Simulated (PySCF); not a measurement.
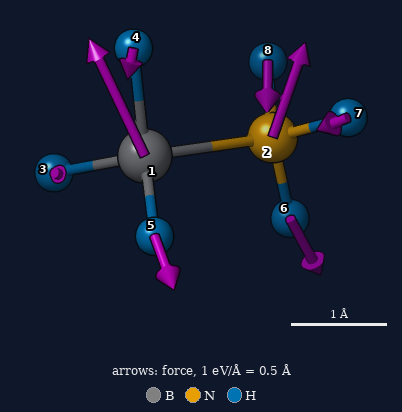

Starting geometry of BNH6 with the computed forces as purple arrows. The picture is a ball-and-stick view, seen at a tilt.

The start comes from GFN2-xTB. Its atoms were then displaced at random by about 0.03 Å.

Computed with PBE0-D3(BJ)/def2-SVP geometry optimisation, gas phase (PySCF 2.14.0, density-fitted response routines). 

Is this structure relaxed? If not, where do the atoms go?

It isn't relaxed: the largest force vector, on B1, is 2.80 eV/Å. The final displacements follow the starting forces only in part (cosine between the two patterns 0.61). Over 4 geometry steps the energy falls by 21.9 kJ/mol. The largest move after the best rigid fit is that of B1, 0.090 Å. By element the largest moves are B 0.090 Å, H 0.080 Å, N 0.007 Å. Among the contacts that change: B1–H5 1.164 → 1.225 Å, B1–N2 1.574 → 1.634 Å, B1–H4 1.272 → 1.225 Å, N2–H6 0.987 → 1.021 Å. Bond angles that change, for instance: N2–B1–H3 112.4° → 105.5°, N2–B1–H5 111.0° → 105.4°, H3–B1–H4 108.9° → 113.2°. The run took 3.6 s on 1 thread of Arm Neoverse V1, on a shared host.
